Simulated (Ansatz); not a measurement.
# MnSb (P6_3/mmc): which electronic and magnetic state is lowest, part 2 of 2

Which start takes MnSb (P6_3/mmc) lowest in energy?

Ansatz 0.2.0; DFT PBE, scalar-relativistic, plane waves, PAW. The steps go on from the part before.

### 4 Small parallel starting moments

Contents of input.yaml:

```yaml
crystal:
  lattice:
    - [4.1299975144, 0.0, 0.0]
    - [-2.0649987572, 3.576682765, 0.0]
    - [0.0, 0.0, 5.7999994997]
  atoms:
    - { symbol: Mn, position: [0.0, 0.0, 0.0], spin: 0.5 }
    - { symbol: Mn, position: [0.0, 0.0, 0.5], spin: 0.5 }
    - { symbol: Sb, position: [0.3333333333, 0.6666666667, 0.25] }
    - { symbol: Sb, position: [0.6666666667, 0.3333333333, 0.75] }
basis:
  ecutwfc: 420
  ecutrho_ratio: 4
kpoints:
  mp_grid: { grid: [10, 10, 6] }
hamiltonian:
  xc: pbe
scf:
  occupations: { method: gaussian, width: 0.05 }
output:
  forces: true
  stress: true
  eigenvalues: true
  populations: true
magnetization:
  spin_polarized: true
```

Started as:

```bash
ansatz run input.yaml --threads 4 --pin off --max-ram 9216MiB --backend cpu --events-out ev --progress --plain --runs-dir out
```

Output:

```text
Warning: RAYON_NUM_THREADS=4 ignored (pool sized by the plan → 4); use --threads N
Engine: ansatz 0.2.0, x86_64-unknown-linux-gnu
Pseudopotentials: kind: paw
Pseudopotential: Mn, paw, valence charge 15, recommended cutoff 420 eV (normal), Mn.paw.azcp
Pseudopotential: Sb, paw, valence charge 15, recommended cutoff 420 eV (normal), Sb.paw.azcp
Functional definition: PBE
  parameter kappa = 0.804
  parameter beta = 0.06672455060314922
  exchange = pbe_x(kappa = kappa, mu = beta*pi^2/3)
  correlation = pbe_c(beta = beta)
Crystal: 4 atoms, lattice volume = 85.676 Å³
Basis set: ecut = 420 eV, 1651 PW (Γ), exchange–correlation on 60×60×80 points (8 copies of the dense FFT grid, shifted against one another)
Bands: 37, of which v1, the nominal top of the filled ones, is band 30 counted from 1 (29 counted from 0)
Symmetry: 24 space group operations
Space group: P63/mmc (ITA 194), of the structure as read, at distance tolerance 4.4e-5 Å
Magnetic group: BNS 194.263 (UNI 1493), of the structure as read, at distance tolerance 4.4e-5 Å
k-points: 56 of 600
Non-local potential: Mn, projectors of the file, l = 0: 3, l = 1: 2, l = 2: 3, l = 3: 1
Non-local potential: Sb, projectors of the file, l = 0: 2, l = 1: 2, l = 2: 2, l = 3: 2
PAW form: soft (Blöchl's): semilocal exchange-correlation on the pseudo side does not see the compensation charge
PAW one-centre angular grid: Mn, 590 points (default); XC on 64 Gauss nodes
PAW one-centre angular grid: Sb, 590 points (default); XC on 64 Gauss nodes
Initial density: superposition of atomic densities (chi_scale 0.1, normalization cell)
Starting moments: Σ|m| = 1 μB on 2 of 4 sites
Initial wavefunctions: pseudopotential atomic-orbital guess
Functional: x = pbe(κ = 0.804, μ = 0.2195149727645171), c = pbe(β = 0.06672455060314922)
iter 1 solved again at ethr=8.93e-4 eV; its pass at ethr=3.10e-3 eV (dr2=5.36e-1 eV) is discarded
SCF iter   1: F=—  HF=-20767.363300 eV  |F-HF|=—  |Δ(HF+E_count)|=         —  Δρ=1.56e-1 (↑1.56e-1 ↓1.54e-1)  dr2=5.42e-1  dr2_m=1.89e1  M=6.415 μB ∫|m|=6.764 μB  β_m=0.30  ethr=8.93e-4  ⟨swp⟩=1.0  Hψ=20678  notcnv=0
Mixer restart at iter 1: flushing history
preconditioner: auto → Kerker (q_TF=auto, 2.571 Å⁻¹)  [metal: Δε(μ)=0.007 eV  Ē_g=5.509 eV  σ=0.050 eV  W_gap=0.08  n_scr=22 (ndim 8)  ℏωp=19.7 eV  f_vac=0.000  D(μ)=2.79/eV (n_scr^D=22)]
spin=Collinear: Kerker preconditioning applied to the charge; magnetization (m = ρ↑ − ρ↓) channel mixes plain (no charge-response kernel on spin).
SCF iter   2: F=—  HF=-20766.841319 eV  |F-HF|=—  |Δ(HF+E_count)|=   5.22e-1  Δρ=1.22e-1 (↑1.22e-1 ↓1.09e-1)  dr2=6.00e-1  dr2_m=1.04e1  M=6.532 μB ∫|m|=6.991 μB  β_m=0.65  ethr=8.93e-4  ⟨swp⟩=2.1  Hψ=5781  notcnv=0
SCF iter   3: F=—  HF=-20766.748684 eV  |F-HF|=—  |Δ(HF+E_count)|=   9.26e-2  Δρ=2.65e-2 (↑2.65e-2 ↓6.11e-3)  dr2=3.67e-1  dr2_m=1.33e-1  M=6.591 μB ∫|m|=7.387 μB  β_m=0.53  ethr=8.93e-4  ⟨swp⟩=3.4  Hψ=9880  notcnv=0  defer=95
SCF iter   4: F=—  HF=-20766.659095 eV  |F-HF|=—  |Δ(HF+E_count)|=   8.96e-2  Δρ=3.07e-3 (↑2.72e-3 ↓3.07e-3)  dr2=6.42e-2  dr2_m=5.70e-4  M=6.635 μB ∫|m|=7.449 μB  β_m=0.72  ethr=6.12e-4  ⟨swp⟩=2.7  Hψ=8928  notcnv=0  defer=104
SCF iter   5: F=—  HF=-20766.645482 eV  |F-HF|=—  |Δ(HF+E_count)|=         —  Δρ=2.37e-3 (↑1.44e-3 ↓2.37e-3)  dr2=1.17e-2  dr2_m=9.97e-4  M=6.658 μB ∫|m|=7.496 μB  β_m=0.72  ethr=1.07e-4  ⟨swp⟩=2.0  Hψ=5661  notcnv=0  defer=104
Mixer restart at iter 5: flushing history
SCF iter   6: F=—  HF=-20766.648835 eV  |F-HF|=—  |Δ(HF+E_count)|=   3.35e-3  Δρ=1.62e-3 (↑1.15e-3 ↓1.62e-3)  dr2=3.80e-3  dr2_m=1.04e-3  M=6.678 μB ∫|m|=7.527 μB  β_m=0.76  ethr=1.94e-5  ⟨swp⟩=2.0  Hψ=5525  notcnv=0  defer=104
SCF iter   7: F=—  HF=-20766.651059 eV  |F-HF|=—  |Δ(HF+E_count)|=   2.22e-3  Δρ=8.15e-4 (↑8.15e-4 ↓8.15e-4)  dr2=2.15e-3  dr2_m=5.61e-6  M=6.691 μB ∫|m|=7.552 μB  β_m=0.76  ethr=6.33e-6  ⟨swp⟩=1.6  Hψ=4776  notcnv=0  defer=104
SCF iter   8: F=—  HF=-20766.650954 eV  |F-HF|=—  |Δ(HF+E_count)|=   1.05e-4  Δρ=6.44e-4 (↑6.44e-4 ↓2.59e-4)  dr2=3.68e-4  dr2_m=4.24e-5  M=6.699 μB ∫|m|=7.567 μB  β_m=0.77  ethr=3.58e-6  ⟨swp⟩=2.0  Hψ=7943  notcnv=0  defer=104
SCF iter   9: F=—  HF=-20766.651023 eV  |F-HF|=—  |Δ(HF+E_count)|=   6.86e-5  Δρ=2.99e-4 (↑2.99e-4 ↓1.75e-4)  dr2=1.49e-4  dr2_m=3.60e-6  M=6.696 μB ∫|m|=7.563 μB  β_m=0.88  ethr=6.14e-7  ⟨swp⟩=2.1  Hψ=5230  notcnv=0  defer=104
SCF iter  10: F=—  HF=-20766.651050 eV  |F-HF|=—  |Δ(HF+E_count)|=   2.71e-5  Δρ=5.89e-5 (↑5.89e-5 ↓3.38e-5)  dr2=4.62e-6  dr2_m=1.02e-6  M=6.694 μB ∫|m|=7.560 μB  β_m=0.94  ethr=2.48e-7  ⟨swp⟩=2.1  Hψ=6666  notcnv=0  defer=104
SCF iter  11: F=—  HF=-20766.651051 eV  |F-HF|=—  |Δ(HF+E_count)|=   1.28e-6  Δρ=1.16e-5 (↑1.03e-5 ↓1.16e-5)  dr2=5.30e-7  dr2_m=8.72e-9  M=6.694 μB ∫|m|=7.560 μB  β_m=0.86  ethr=7.70e-9  ⟨swp⟩=2.0  Hψ=5338  notcnv=0  defer=104
SCF iter  12: F=-20766.651051 eV  HF=-20766.651051 eV  |F-HF|=3.57e-9  |Δ(HF+E_count)|=   1.45e-7  Δρ=4.16e-6 (↑2.47e-6 ↓4.16e-6)  dr2=2.88e-8  dr2_m=4.27e-9  M=6.694 μB ∫|m|=7.560 μB  ethr=1.67e-10  ⟨swp⟩=6.8  Hψ=18975  notcnv=0
SCF 1 converged in 12 iterations: F = -20766.651051 eV  dr2 = 2.88e-8
SCF converged after 12 iterations
Magnetization: 6.6942 μB (33.3471 up, 26.6529 down)
Absolute magnetization: 7.5670 μB (∫|ρ↑−ρ↓|, with the PAW one-centre terms)
Spin contamination: 0.3245 ħ² per cell (⟨S²⟩ above its minimum at these occupations)
Per-site moments (μB) at R_I (Å): [(3.4255715640349975, 1.1511725918713778), (3.4255715640349997, 1.1511725918713778), (-0.12305763009179364, 1.1511725918713778), (-0.12305763009179317, 1.1511725918713778)]
Free energy (F): -20766.651051 eV
Harris-Foulkes:  -20766.651051 eV  (|F-HF|=3.57e-9)
Internal energy: -20766.648701 eV  (E = F + TS)
E sigma→0 (E₀):  -20766.649876 eV
Entropy (-TS):   -0.002350 eV (-0.588 meV/atom)
Fermi energy:    12.181286 eV
--- Per-component energies (eV) ---
  E_band       = -831.830221
  E_kinetic    = 1019.829786
  E_local      = -7386.534354  (includes V_loc(G=0)·N_el)
  E_nonlocal   = 1222.166315
  E_hartree    = 3198.826361
  E_xc         = -501.264661
  E_vxc        = -479.673029  (∫ρ·V_xc dr)
  E_paw        = -11762.453736  (= ΣΔE_a)
  E_vpaw       = -1605.276182  (= ΣTr[D̂ρ^β])
  E_aug_tail   = -0.000022  (compensation charges beyond the density's cutoff)
  E_ewald      = -6557.218390
  E_smearing   = -0.002350  (= −TS)
  E_closure    = 0.000000  (closes the sum)
  Σ components = -20766.651051   (vs F -20766.651051, Δ=0.00e0)
--- Forces (eV/Å), atoms counted from 1 ---
  atom   1  Mn     0.00000000     0.00000000     0.00000000
  atom   2  Mn     0.00000000    -0.00000000    -0.00000000
  atom   3  Sb     0.00000000     0.00000000    -0.00000000
  atom   4  Sb    -0.00000000     0.00000000     0.00000000
  max |Σ_I F_I| component: 3.71e-29 eV/Å
--- Stress (GPa, compression-positive) ---
       -2.239905      -0.000000       0.000000
       -0.000000      -2.239905      -0.000000
        0.000000      -0.000000      -4.050364
  P = ⅓ Tr σ = -2.8434 GPa (-28.434 kbar)
--- Band table (eV; the first three rows and the last of 112) ---
  k-point 0 ↑: bands = ["-68.9102", "-68.9037", "-37.7521", "-37.7521", "-37.7448", "-37.7448", "-37.5311", "-37.4537", "-16.6927", "-16.6927", "-16.6709", "-16.6702", "-16.6702", "-16.6695", "-16.6593", "-16.6593", "-16.6581", "-16.6581", "0.5851", "3.5533", "6.5031", "8.2995", "8.2995", "8.9350", "9.2496", "9.2496", "9.5423", "9.5423", "10.2779", "10.2779", "11.6192", "12.6839", "12.6839", "14.4782", "14.4782", "14.7547", "15.2324"]
  k-point 1 ↑: bands = ["-68.9098", "-68.9041", "-37.7516", "-37.7516", "-37.7453", "-37.7453", "-37.5259", "-37.4589", "-16.6914", "-16.6914", "-16.6724", "-16.6724", "-16.6708", "-16.6696", "-16.6586", "-16.6586", "-16.6579", "-16.6579", "0.7014", "3.1238", "7.0650", "8.3701", "8.3701", "8.9993", "9.2943", "9.2943", "9.4558", "9.4558", "10.1358", "10.1358", "11.4963", "12.9098", "12.9098", "13.9669", "14.4340", "14.4340", "15.4473"]
  k-point 2 ↑: bands = ["-68.9086", "-68.9053", "-37.7503", "-37.7503", "-37.7466", "-37.7466", "-37.5118", "-37.4731", "-16.6880", "-16.6880", "-16.6773", "-16.6773", "-16.6705", "-16.6698", "-16.6575", "-16.6575", "-16.6575", "-16.6575", "1.0463", "2.3360", "8.1646", "8.5729", "8.5729", "9.1259", "9.2079", "9.2079", "9.4219", "9.4219", "9.8640", "9.8640", "11.2969", "12.6195", "13.4110", "13.4110", "14.2690", "14.2690", "16.0204"]
  k-point 55 ↓: bands = ["-65.2523", "-65.2523", "-34.1114", "-34.1114", "-34.1110", "-34.1110", "-34.0143", "-34.0143", "-16.7133", "-16.7133", "-16.7085", "-16.7085", "-16.6912", "-16.6912", "-16.6838", "-16.6838", "-16.6818", "-16.6818", "2.9601", "2.9601", "7.6071", "7.6071", "8.3341", "8.3341", "10.8718", "10.8718", "12.6139", "12.6139", "12.9022", "12.9022", "13.2054", "13.2054", "13.6063", "13.6063", "16.1109", "16.1109", "18.1285"]
--- Löwdin populations: 4 sites ---
  site symbol       q [e]    m [muB]
     0     Mn     14.3793     3.5910
     1     Mn     14.3793     3.5910
     2     Sb     15.4486    -0.2557
     3     Sb     15.4486    -0.2557
  spilling = 0.005736 (of n_electrons = 60.000000)
```

Wall time 8.3 s (4 threads of Intel Xeon Gold 6455B (Sapphire Rapids), shared host); peak memory 0.65 GiB.

This gives: volume 21.419 Å³/atom, pressure -2.84 GPa, a metal on this mesh, moments in the atoms' spheres Mn 3.43; Sb -0.12 μB.

The typed moments are small, but the first cycle already holds 6.4 μB per cell: the program filled the open shells as in the free atom, so this is no test of a weak start.

### 5 The magnetic starts side by side

Energies have the smearing extrapolated to zero.

| start | from the base state (meV/atom) | gap (eV) | pressure (GPa) | moments in spheres (μB) |
| --- | --- | --- | --- | --- |
| ferromagnetic | 0.0 | metal | -2.84 | Mn 3.43; Sb -0.12 |
| no spin polarisation | 507.0 | metal | -15.92 | none |
| antiferromagnetic in the cell, signs +- | 55.6 | metal | -3.28 | Mn 3.35, -3.35 |
| small parallel starting moments | 0.0 | metal | -2.84 | Mn 3.43; Sb -0.12 |

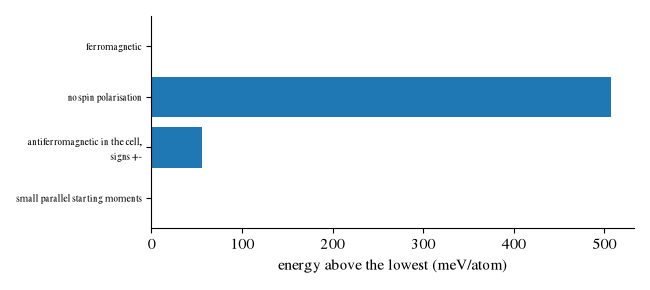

Energy of each magnetic start above the lowest.

### 6 Summary of results

This closing draws on all 2 parts.

| quantity | value |
| --- | --- |
| lowest magnetic start | ferromagnetic |
| next in this table | 55.6 meV/atom higher |

**Reading.** The lowest state comes from the start «ferromagnetic», matched within 0.3 meV/atom by «small parallel starting moments»; the next lies 55.6 meV/atom higher. At this cell, forbidding spin polarisation costs 507 meV/atom. A non-hydrostatic stress of up to 1.2 GPa is left, since the cell's shape wasn't relaxed in this state. Only a few orders and starts were tried, so a lower state isn't excluded. Spin–orbit coupling is left out, though the cell holds Sb; it can open a gap where p bands cross.
